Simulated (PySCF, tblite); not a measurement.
**C₄H₇Si radical: geometry, infrared bands and EPR parameters**

Wanted: the infrared bands and EPR parameters of C₄H₇Si radical (`C#C[Si](C)C`), by calculation.

Programs: tblite 0.8.0 and PySCF 2.14.0, with density-fitted response routines of our own. Each step states its level of theory. These are calculated values for one molecule in the gas phase, unless marked as measured. Atoms are numbered from 0 throughout.

## Step 1: The molecule as given

12 atoms, charge 0, multiplicity 2; geometry from: force field or distance geometry start.

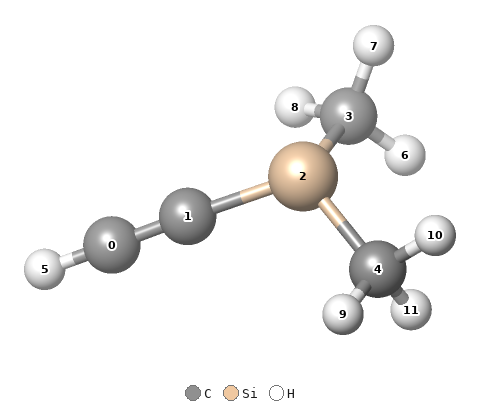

As it starts; carbon grey, silicon light orange, hydrogen white, atoms numbered; sticks join atoms by distance.

## Step 2: Geometry optimisation with GFN2-xTB

The job: settings as JSON, then the geometry in Å.

```
{"job": {"kind": "relax", "xc": "GFN2-xTB", "basis": "xTB"}, "charge": 0, "multiplicity": 2}
C     -1.926000     1.589800     1.365000
C     -1.180700     1.074300     0.553100
Si    -0.037400     0.261700    -0.612600
C     -0.503300    -1.538200    -0.675100
C      1.727300     0.562300    -0.200200
H     -2.596700     2.038000     2.078500
H      0.267100    -2.181200    -0.199100
H     -0.683000    -1.906700    -1.706100
H     -1.449500    -1.752200    -0.121800
H      1.940000     1.633200     0.052700
H      2.311000     0.354800    -1.126300
H      2.132300    -0.136600     0.566000
```

Run with:

```console
$ OMP_NUM_THREADS=1 python probes_run.py task.json out
```

This one command runs all jobs of the session in turn.

Output:

```text
step      E/eV     max force
  0    -372.80154    2.185
  1    -372.93713    2.035
  2    -372.90355    3.571
  3    -372.97372    0.390
  4    -372.98238    0.327
  5    -373.00376    0.524
  6    -373.00719    0.226
  7    -373.00985    0.190
  8    -373.01251    0.323
  9    -373.01520    0.319
 10    -373.01681    0.162
 11    -373.01769    0.080
 12    -373.01836    0.150
 13    -373.01917    0.154
 14    -373.02001    0.086
 15    -373.02094    0.093
 16    -373.02194    0.158
 17    -373.02288    0.177
 18    -373.02356    0.109
 19    -373.02401    0.077
 20    -373.02444    0.103
 21    -373.02507    0.146
 22    -373.02597    0.144
 23    -373.02715    0.107
 24    -373.02848    0.110
 25    -373.02971    0.104
 26    -373.03059    0.095
 27    -373.03111    0.050
 28    -373.03137    0.035
 29    -373.03149    0.030
 30    -373.03158    0.030
 31    -373.03173    0.041
 32    -373.03193    0.054
 33    -373.03211    0.041
 34    -373.03221    0.023
 35    -373.03229    0.028
 36    -373.03242    0.054
 37    -373.03269    0.090
 38    -373.03322    0.120
 39    -373.03399    0.118
 40    -373.03478    0.090
 41    -373.03549    0.086
 42    -373.03617    0.106
 43    -373.03685    0.127
 44    -373.03742    0.089
 45    -373.03765    0.045
 46    -373.03772    0.054
 47    -373.03786    0.039
 48    -373.03801    0.035
 49    -373.03831    0.049
 50    -373.03861    0.056
 51    -373.03882    0.049
 52    -373.03895    0.049
 53    -373.03952    0.067
 54    -373.04017    0.096
 55    -373.04112    0.098
 56    -373.04176    0.063
 57    -373.04214    0.093
 58    -373.04256    0.069
 59    -373.04314    0.072
 60    -373.04438    0.068
 61    -373.04528    0.058
 62    -373.04604    0.053
 63    -373.04534    0.215
 64    -373.04692    0.057
 65    -373.04725    0.040
 66    -373.04753    0.101
 67    -373.04798    0.022
 68    -373.04808    0.023
 69    -373.04819    0.026
 70    -373.04823    0.025
 71    -373.04834    0.025
 72    -373.04843    0.036
 73    -373.04858    0.037
 74    -373.04868    0.027
 75    -373.04876    0.025
 76    -373.04885    0.026
 77    -373.04901    0.041
 78    -373.04927    0.051
 79    -373.04959    0.057
 80    -373.04989    0.049
 81    -373.05013    0.040
 82    -373.05033    0.061
 83    -373.05049    0.056
 84    -373.05065    0.023
 85    -373.05074    0.021
 86    -373.05078    0.018
 87    -373.05082    0.009
```

It took 0.37 s on 1 thread of Arm Neoverse V1, shared host.

The steps of the relaxation: (not every step is listed) (the energy doesn't fall at every step)

```tsv
step	energy from step 0 (eV)	largest force (eV/Å)
0	0.0000	2.1848
1	-0.1356	2.0349
2	-0.1020	3.5706
3	-0.1722	0.3904
4	-0.1808	0.3269
5	-0.2022	0.5243
6	-0.2056	0.2258
7	-0.2083	0.1902
8	-0.2110	0.3226
15	-0.2194	0.0925
22	-0.2244	0.1436
29	-0.2300	0.0297
36	-0.2309	0.0540
43	-0.2353	0.1268
50	-0.2371	0.0562
57	-0.2406	0.0928
64	-0.2454	0.0572
71	-0.2468	0.0253
78	-0.2477	0.0506
82	-0.2488	0.0608
83	-0.2490	0.0559
84	-0.2491	0.0228
85	-0.2492	0.0213
86	-0.2492	0.0181
87	-0.2493	0.0094
```

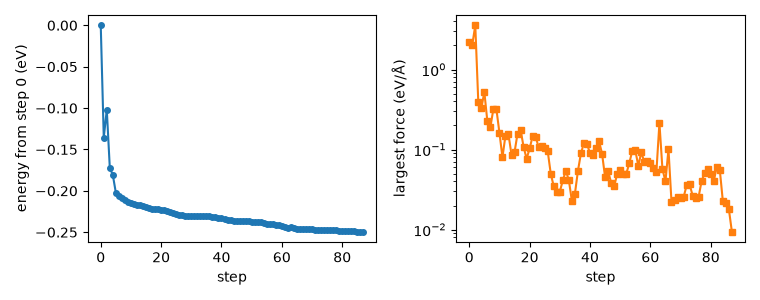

Energy and force, step by step.

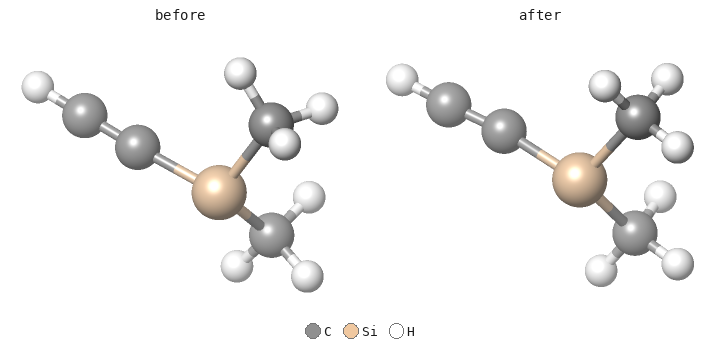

Before and after, at one scale.

Distances of close pairs at the start and the end, largest changes first:

```tsv
bond	before (Å)	after (Å)	change (Å)
Si2–C4	1.837	1.901	+0.064
Si2–C3	1.860	1.901	+0.041
C4–H9	1.121	1.085	-0.035
C3–H8	1.117	1.086	-0.031
C4–H10	1.114	1.086	-0.028
C0–H5	1.077	1.052	-0.025
C4–H11	1.113	1.089	-0.025
C3–H7	1.110	1.086	-0.023
```

The final coordinates are the input of the step that follows.

## Step 3: Infrared spectrum with GFN2-xTB

The job: settings as JSON, then the geometry in Å.

```
{"job": {"kind": "ir", "xc": "GFN2-xTB", "basis": "xTB"}, "charge": 0, "multiplicity": 2}
C     -1.882601     1.617322     1.545055
C     -1.150028     1.014462     0.797809
Si    -0.144348     0.245608    -0.531527
C     -0.520900    -1.608429    -0.721074
C      1.711652     0.594813    -0.311242
H     -2.498086     2.112848     2.239490
H     -0.164006    -2.160414     0.146611
H     -0.041535    -2.027505    -1.601431
H     -1.588892    -1.783444    -0.807010
H      1.908758     1.661227    -0.264584
H      2.293578     0.182604    -1.130883
H      2.077605     0.150222     0.612758
```

Output:

```text
mode    cm-1     km/mol
  1      95.3      0.06
  2      99.0      0.35
  3     102.7      0.11
  4     130.2      0.37
  5     171.0      3.70
  6     263.0     21.78
  7     271.0      9.28
  8     609.5     10.82
  9     611.9     15.61
 10     673.9     15.82
 11     740.3     19.14
 12     764.2     35.92
 13     795.4      0.65
 14     826.9    120.06
 15     843.5     61.96
 16     862.0    144.09
 17    1364.4      3.14
 18    1369.9      0.34
 19    1482.6      0.54
 20    1486.2      0.03
 21    1487.9      0.29
 22    1492.8      1.33
 23    2135.5     26.08
 24    2996.2      2.28
 25    2999.9     49.86
 26    3033.2      1.83
 27    3036.9     43.09
 28    3047.9     24.10
 29    3050.1     27.54
 30    3351.3      2.46
```

Run time: 0.25 s. Hardware: 1 thread of Arm Neoverse V1, shared host.

Which atoms move in the most intense modes:

```tsv
cm⁻¹	km/mol	atoms
764	35.9	Si2 23 %, C3 19 %, C4 18 %
827	120.1	H8 22 %, H9 21 %, Si2 20 %, C4 11 %
844	62.0	H11 21 %, H6 21 %, H7 15 %, H10 12 %
862	144.1	Si2 17 %, H8 15 %, H9 15 %, H10 11 %
2136	26.1	C1 56 %, C0 36 %
3000	49.9	H6 66 %, H11 27 %
3037	43.1	H10 52 %, H7 41 %
3050	27.5	H9 76 %, H8 17 %
```

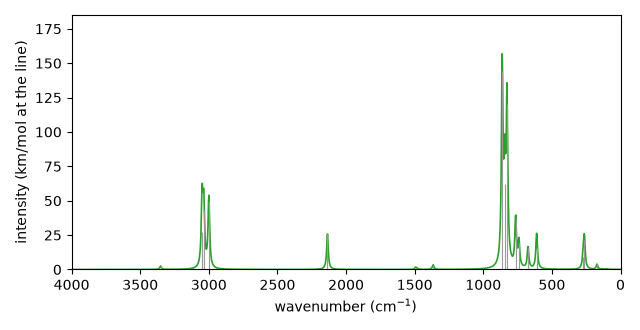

The infrared spectrum from these modes, unscaled. Lines are broadened to a width of 14 cm⁻¹ (Lorentzian).

## Step 4: g tensor and hyperfine couplings: B3LYP/pcH-1

The job, as its differences from that of step 3:

```diff
@@ -1,2 +1,2 @@
-{"job": {"kind": "ir", "xc": "GFN2-xTB", "basis": "xTB"}, "charge": 0, "multiplicity": 2}
+{"job": {"kind": "epr", "basis": "pcH-1"}, "charge": 0, "multiplicity": 2}
 C     -1.882601     1.617322     1.545055
```

With the program's defaults for keys left out, this is: UKS B3LYP, pcH-1 on C H Si, non-relativistic, mean-field spin-orbit, GIAO.

Output:

```text
UKS, coarse grid
  cycle   1  E = -445.98874758  |g| = 4.21e-01
  cycle   2  E = -445.95437314  |g| = 4.88e-01
  cycle   3  E = -446.07735193  |g| = 4.81e-02
  cycle   4  E = -446.07695620  |g| = 5.67e-02
  cycle   5  E = -446.07859509  |g| = 5.41e-03
  cycle   6  E = -446.07861839  |g| = 1.51e-03
  cycle   7  E = -446.07862136  |g| = 4.77e-04
UKS, final grid
  cycle   1  E = -446.07862839  |g| = 3.73e-04
  cycle   2  E = -446.07862848  |g| = 4.39e-04
  cycle   3  E = -446.07862860  |g| = 1.85e-04
  cycle   4  E = -446.07862864  |g| = 1.35e-04
  cycle   5  E = -446.07862868  |g| = 5.34e-05
  cycle   6  E = -446.07862868  |g| = 9.73e-06
E = -446.07862868 Eh   <S^2> = 0.7541 (exact 0.7500)
g shifts (ppm)      1          2          3
  rmc          -142       -142       -142
  gc              8         71         73
  oz_so         -93        630       1874
  total        -227        559       1805
hyperfine (MHz)  atom isotope    a_iso     a_fc   dipolar eigenvalues
    0   13C      15.13      15.19    -13.65    -11.62     25.27
    1   13C      20.53      20.52     -9.56     -0.71     10.28
    2  29Si    -499.84    -500.88   -161.51     80.62     80.90
    3   13C      28.68      28.66     -4.14     -3.89      8.03
    4   13C      28.81      28.79     -4.13     -3.88      8.01
    5    1H     -12.82     -12.82     -6.84     -0.84      7.68
    6    1H      56.58      56.58     -3.88      0.11      3.76
    7    1H       2.67       2.67     -4.22     -2.49      6.71
    8    1H       0.86       0.85     -4.09     -2.32      6.41
    9    1H       3.04       3.03     -4.18     -2.45      6.64
   10    1H       0.47       0.47     -4.12     -2.37      6.49
   11    1H      56.37      56.37     -3.86      0.10      3.76
```

It took 35 s on 1 thread of Arm Neoverse V1, shared host; peak memory 0.69 GiB.

Principal g values 2.00209, 2.00288, 2.00412; g(iso) = 2.00303, against 2.00232 for a free electron.

Hyperfine couplings; where a row names several nuclei, a(iso) is their mean (it holds for fast rotation or exchange) and the dipolar term the largest among them:

```tsv
nuclei	isotope	a(iso) (MHz)	a(iso) (G, at g = 2.0023)	largest dipolar term (MHz)
Si2	29Si	-499.8	-178.4	-161.5
C3, C4	13C	28.7	10.3	8.0
C1	13C	20.5	7.3	10.3
H6, H7, H8, H9, H10, H11	1H	20.0	7.1	6.7
C0	13C	15.1	5.4	25.3
H5	1H	-12.8	-4.6	7.7
```

Mulliken spin populations:

```tsv
atom	value (e)
C0	0.18
C1	-0.10
Si2	0.89
C3	0.00
C4	0.00
H5	-0.01
H6	0.02
H7	0.00
H8	0.00
H9	0.00
H10	0.00
H11	0.02
```

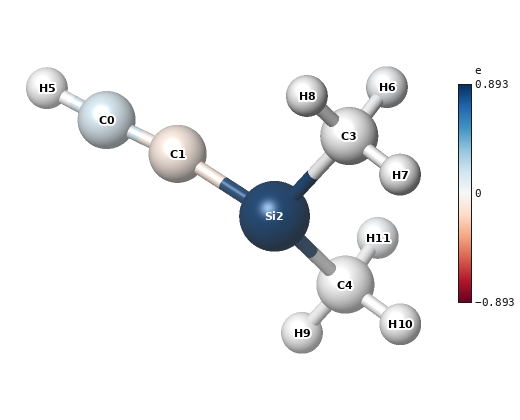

Mulliken spin populations, as colours on the atoms.

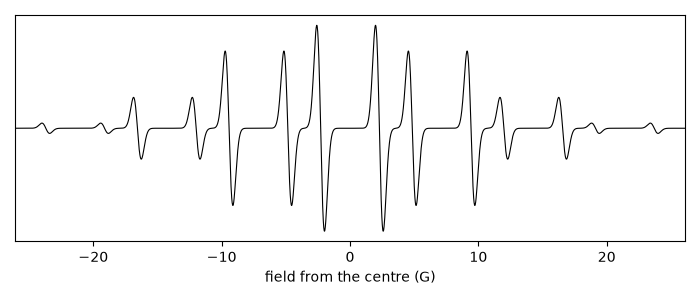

First-order isotropic spectrum (first derivative, main isotopes with spin only, couplings over 0.8 MHz, Gaussian width 0.3 G; couplings of the frozen geometry, rotation of groups not averaged beyond the rows shown).

Orbitals, density, ELF and potential are computed afterwards from the orbital file.

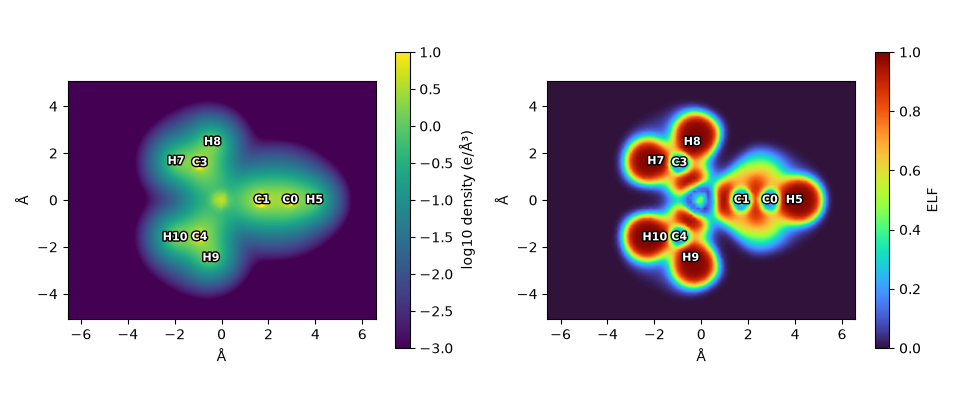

Density (left) and ELF (right) in a plane through or near 9 of the atoms.

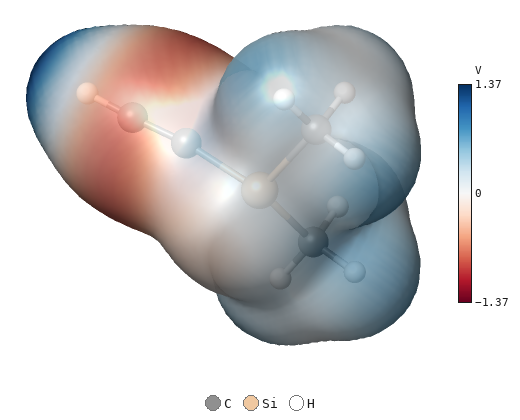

Electrostatic potential on the surface of density 0.002 e/bohr³; red is low, blue high. It runs from -0.85 V near C1 to 1.37 V near H5.

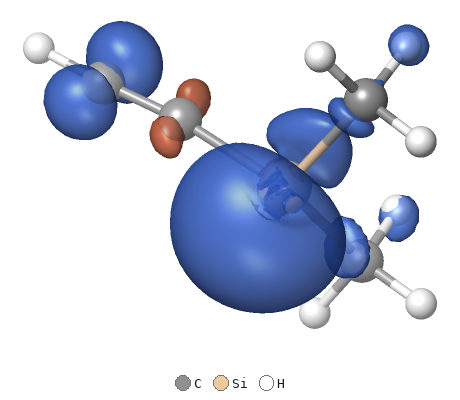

Spin density at ±0.03 e/Å³ (alpha excess blue, beta excess red).

## Step 5: Summary of results

| quantity | value |
| --- | --- |
| strongest single infrared mode (GFN2-xTB) | 862 cm⁻¹, 144 km/mol |
| zero-point energy (GFN2-xTB) | 57.5 kcal/mol |
| g(iso) (B3LYP) | 2.00303 |
| ⟨S²⟩ | 0.754 (exact 0.75) |
| largest a(iso) (averaged by class) | 29Si on Si2, -499.8 MHz |
| potential on the surface of density 0.002 e/bohr³, 1st and 99th percentile | -0.85 V and 1.37 V |

In words: Over 87 steps the energy fell by 0.249 eV; of the close pairs, Si2–C4 changed most, 1.837 to 1.901 Å. All 30 modes are real, so the xTB geometry is a minimum. The strongest single mode, at 862 cm⁻¹, has its largest shares on Si2, H8, H9 and H10 (the list is cut at 4 atoms). GFN2-xTB is a fitted tight-binding method: band positions and strengths are rough. Its intensities can rank the bands wrongly. Si2 carries the largest spin population, 0.89 e. The isotropic g lies 0.7 ppt above the free-electron value. The conformer search found further structures of the same energy, which may be mirror or relabelled copies of this one.
